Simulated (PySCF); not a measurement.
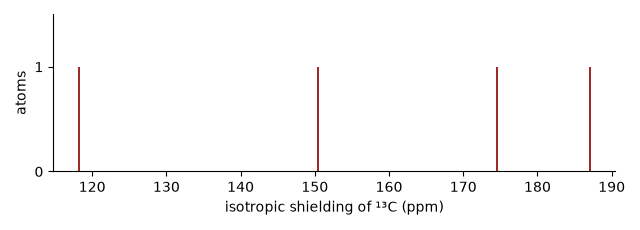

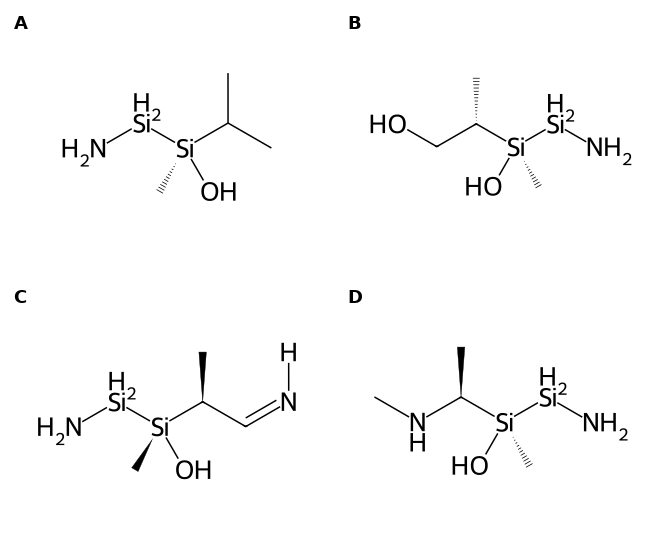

The sticks are computed shieldings of one of the molecules, for one fixed geometry (GFN2-xTB) without averaging over rotations. Low shielding means a high chemical shift. Method: GIAO PBE0/pcSseg-1 NMR shielding, non-relativistic, gas phase (PySCF 2.14.0).

Match the spectrum to a structure.

B, `C[C@@H](CO)[Si@](C)(O)[SiH2]N`. Its 4 C atoms give lines at 118.2, 150.4, 174.6, 187.0 ppm.

The geometry is semi-empirical. Around Si such bond lengths and angles can be off by a tenth of an ångström or more and by several degrees, and values that hang on the shape move with them.
